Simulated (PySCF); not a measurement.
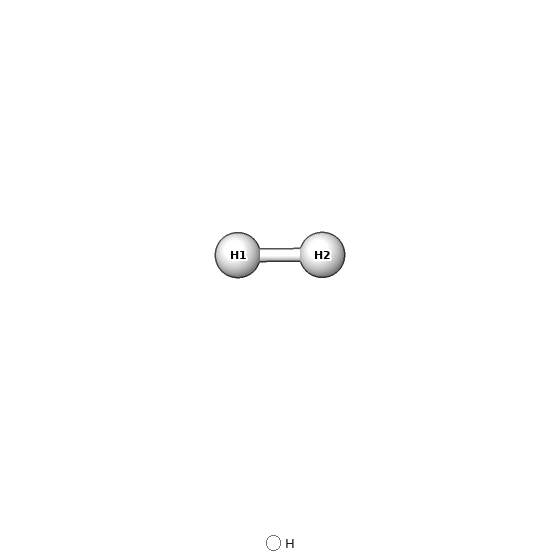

The molecule: H₂ (hydrogen diatomic).

GIAO shifts, PBE0/pcSseg-1 (IEF-PCM water) with PySCF, at a PBE0-D3(BJ)/def2-SVP geometry (no frequency check), against TMS for ¹H computed at the same level. fully decoupled, line heights follow the number of nuclei, widths are arbitrary (no quadrupolar broadening); values of one conformer, averaged over methyl-type rotors and exact or near symmetry.

Question: How many ¹H lines appear, and where?

Answer: 1 signal.


| δ (ppm) | nuclei | atoms |
| --- | --- | --- |
| 5.12 | 2 | H1, H2 |

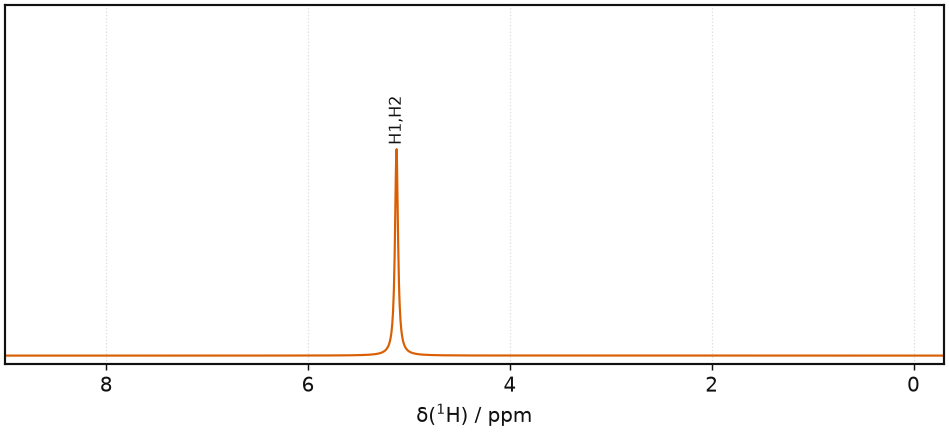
